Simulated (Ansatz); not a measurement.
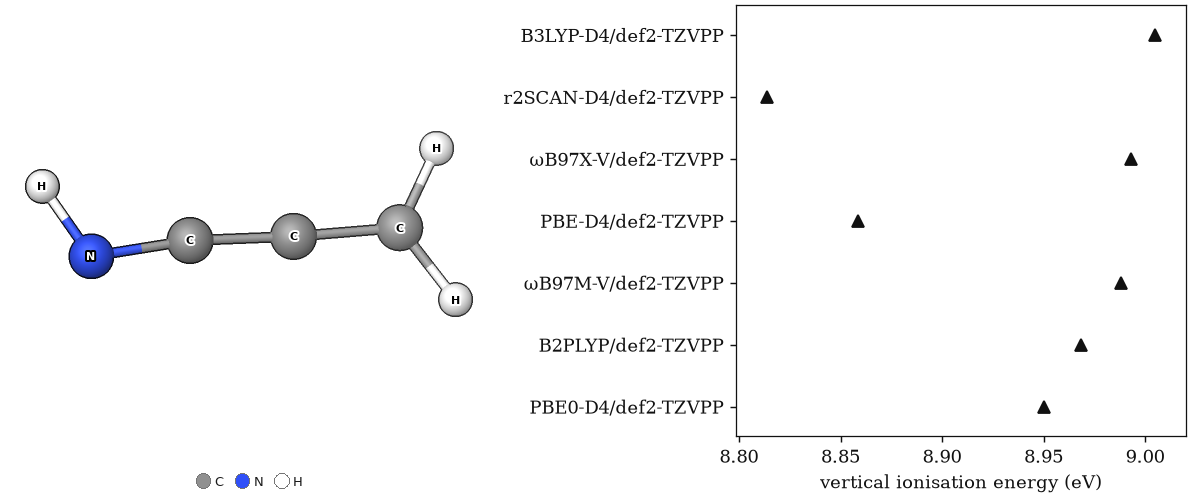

Vertical ionisation energy of C₃H₃N, SMILES C=C=C=N, taken as the energy of the cation less that of the neutral at fixed geometry (unrestricted doublet cation, cores frozen in correlated methods, no spin-orbit coupling), the Ansatz code, at a PBE0-D4/def2-TZVP geometry (a minimum by its frequencies).

Q: What range do the values span?

A: From 8.81 eV (r2SCAN-D4/def2-TZVPP) to 9.00 eV (B3LYP-D4/def2-TZVPP).

Q: Give the values.

A:
```csv
level,eV
B3LYP-D4/def2-TZVPP,9.00
r2SCAN-D4/def2-TZVPP,8.81
ωB97X-V/def2-TZVPP,8.99
PBE-D4/def2-TZVPP,8.86
ωB97M-V/def2-TZVPP,8.99
B2PLYP/def2-TZVPP,8.97
PBE0-D4/def2-TZVPP,8.95
```
